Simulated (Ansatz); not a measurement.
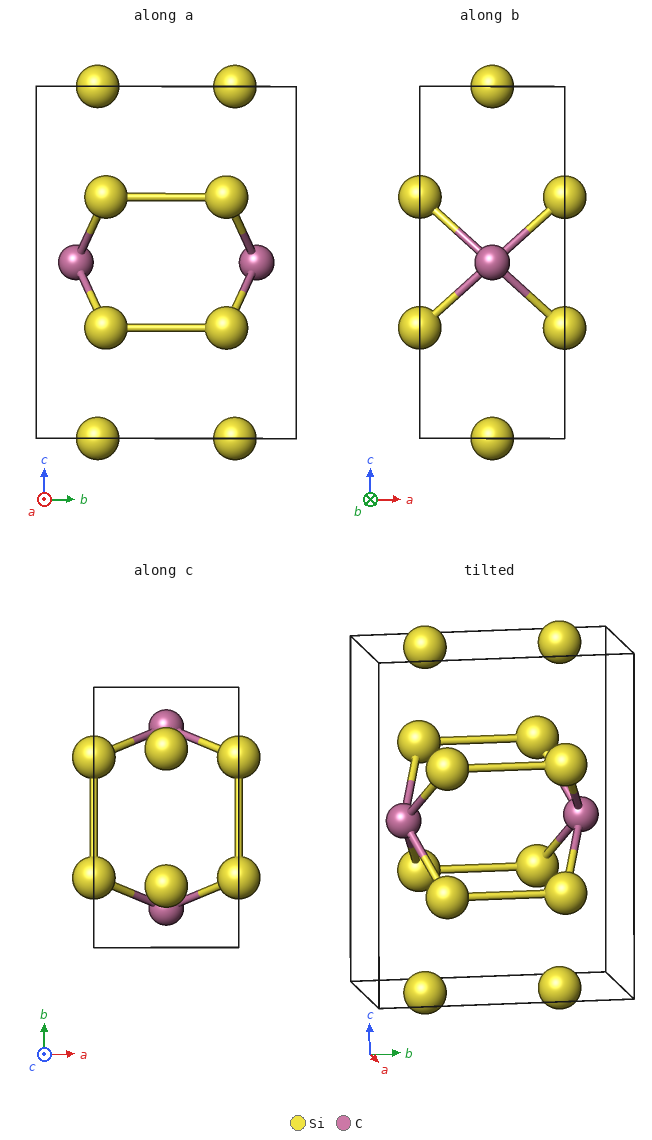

The figure gives a ball-and-stick picture of the atoms, viewed along the a axis, along the b axis, along the c axis and slightly off an axis. One unit cell is framed, with atoms on its boundary repeated.

Lattice parameters: a = 2.864 Å, b = 5.144 Å, c = 6.961 Å, α = 90.06°, β = 90.09°, γ = 89.98°. Put a along x and b in the xy plane.

From the views, write a POSCAR file, with free fractional coordinates to two decimals.

```
Si C
1.0
     2.864    0.000    0.000
     0.002    5.144    0.000
    -0.011   -0.007    6.961
Si C
6 2
Direct
  0.00 0.27 0.69
  0.00 0.73 0.69
  0.50 0.76 0.00
  0.00 0.73 0.31
  0.00 0.27 0.31
  0.50 0.24 0.00
  0.50 0.85 0.50
  0.50 0.15 0.50
```

Starting structure: a structure type filled with these elements by a generator (whether the compound takes this form wasn't checked). The geometry was optimised with DFT PBE, scalar-relativistic, plane waves, PAW (Ansatz 0.2.0).
